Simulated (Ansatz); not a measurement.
# UHF/def2-SVP run of C2H5AlF (SMILES [CH2][Al]([CH3])[F])

What is the vertical ionisation energy of C2H5AlF at UHF/def2-SVP? 

Program for the calculation: Ansatz 0.2.0.

55 further runs of the same task are left out: 1 that didn't finish, 54 set aside as unsound or not needed.

**1. The molecule**

The species is C2H5AlF (9 atoms), meant as a doublet with charge 0. As SMILES, `[CH2][Al]([CH3])[F]`. The shape is that of a PBE0-D4/def2-TZVP optimisation. This is one conformer, not always the lowest.

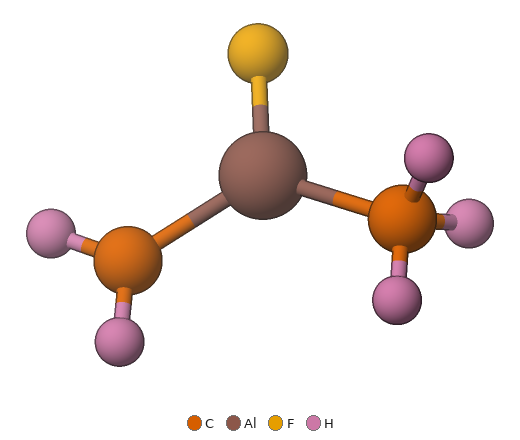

The structure, seen from a chosen angle (carbon orange, aluminium brown, fluorine amber, hydrogen pink).

**2. A single-point energy at UHF/def2-SVP**

The input, molecule.yaml:

```yaml
crystal:
  periodic: [false, false, false]
  atoms:
    - symbol: C
      position_ang: [-0.686400, 1.587500, -0.820000]
    - symbol: Al
      position_ang: [-0.112800, -0.228700, -0.596500]
    - symbol: C
      position_ang: [0.607100, -1.002300, 1.029300]
    - symbol: F
      position_ang: [-0.253200, -1.209400, -1.924700]
    - symbol: H
      position_ang: [-1.086800, 1.989200, -1.748800]
    - symbol: H
      position_ang: [-0.649000, 2.336800, -0.031000]
    - symbol: H
      position_ang: [-0.009300, -1.839800, 1.370600]
    - symbol: H
      position_ang: [1.611200, -1.403400, 0.860100]
    - symbol: H
      position_ang: [0.667900, -0.276300, 1.843700]
basis:
  gaussian: {orbitals: def2-SVP}
magnetization: {spin_polarized: true, initial_magnetization: 1}
hamiltonian: {xc: hf}
accuracy: high
output: {orbitals: {seedname: orbitals}}
```

Launch:

```sh
$ ansatz run molecule.yaml --threads 1 --pin off --max-ram 3480MiB --events-out events.jsonl --progress --plain --runs-dir runs
```

What it wrote:

```text
Warning: RAYON_NUM_THREADS=1 ignored (pool sized by the plan → 1); use --threads N
Functional definition: HF
  name "HF"
  exchange = exact_x
  correlation = 0
1920 factors; integrals over basis functions are off by at most 7.2e-9 eV
mean field evaluation 1: about -11421.4728 eV, gradient 2.5e1 eV
mean field evaluation 2: about -11421.5246 eV, gradient 2.5e1 eV
mean field evaluation 4: about -11424.3765 eV, gradient 2.2e0 eV
mean field evaluation 8: about -11424.4190 eV, gradient 2.6e-1 eV
mean field evaluation 16: about -11424.4203 eV, gradient 2.8e-8 eV
mean field -11424.42028063 eV, -419.8397015631 hartree, gradient 1.1e-8 eV, S^2 0.757889; 0 other end points of the search recorded, 0 dependent functions left out
reference -11424.42028063 eV, -419.8397015631 hartree; 20, 19 occupied and 65, 66 virtual orbitals, 1920 factors
Total energy: -11424.42028063 eV, -419.8397015631 hartree
```

Run time: 3.9 s. Hardware: 1 thread of Arm Neoverse V1, shared host; peak memory 0.27 GiB.

**3. The singlet cation at the same level**

The input, input.yaml:

```yaml
crystal:
  periodic: [false, false, false]
  atoms:
    - {symbol: C, position_ang: [-0.686400, 1.587500, -0.820000]}
    - {symbol: Al, position_ang: [-0.112800, -0.228700, -0.596500]}
    - {symbol: C, position_ang: [0.607100, -1.002300, 1.029300]}
    - {symbol: F, position_ang: [-0.253200, -1.209400, -1.924700]}
    - {symbol: H, position_ang: [-1.086800, 1.989200, -1.748800]}
    - {symbol: H, position_ang: [-0.649000, 2.336800, -0.031000]}
    - {symbol: H, position_ang: [-0.009300, -1.839800, 1.370600]}
    - {symbol: H, position_ang: [1.611200, -1.403400, 0.860100]}
    - {symbol: H, position_ang: [0.667900, -0.276300, 1.843700]}
basis:
  gaussian:
    orbitals: def2-SVP
hamiltonian:
  xc: hf
total_charge: 1
output: {orbitals: {seedname: orbitals}}
accuracy: high
```

Launch:

```sh
$ ansatz run input.yaml --threads 1 --pin off --max-ram 3480MiB --events-out events.jsonl --progress --plain --runs-dir runs
```

What it wrote:

```text
Warning: RAYON_NUM_THREADS=1 ignored (pool sized by the plan → 1); use --threads N
[... 4 set-up lines as earlier in the session ...]
1919 factors; integrals over basis functions are off by at most 7.2e-9 eV
mean field evaluation 1: about -11408.7750 eV, gradient 5.7e1 eV
mean field evaluation 2: about -11408.8322 eV, gradient 5.6e1 eV
mean field evaluation 4: about -11415.3068 eV, gradient 3.6e0 eV
mean field evaluation 8: about -11415.3710 eV, gradient 6.2e-2 eV
mean field evaluation 16: about -11415.3710 eV, gradient 2.2e-8 eV
mean field -11415.37100697 eV, -419.5071468898 hartree, gradient 2.2e-8 eV, S^2 0.000000; 0 other end points of the search recorded, 0 dependent functions left out
reference -11415.37100697 eV, -419.5071468898 hartree; 19, 19 occupied and 66, 66 virtual orbitals, 1919 factors
Total energy: -11415.37100697 eV, -419.5071468898 hartree
```

Wall time 2.5 s (1 thread of Arm Neoverse V1, shared host); peak memory 0.21 GiB.

**4. Outcome**

At UHF/def2-SVP:

| quantity | value |
| --- | --- |
| doublet C2H5AlF: total energy | -419.83970 Eh |
| doublet C2H5AlF: HOMO energy (highest over α and β) | -10.64 eV |
| doublet C2H5AlF: LUMO energy (lowest over α and β) | 1.33 eV |
| doublet C2H5AlF: ⟨S²⟩ | 0.758 |
| singlet cation: total energy | -419.50715 Eh |
| singlet cation: HOMO energy | -16.69 eV |
| singlet cation: LUMO energy | -7.71 eV |
| singlet cation: HOMO–LUMO gap | 8.99 eV |
| vertical ionisation energy (to the singlet cation) | 9.049 eV |

The vertical ionisation energy comes to 9.05 eV (873 kJ/mol). Only the singlet of the ionised species was computed; a triplet could lie lower.
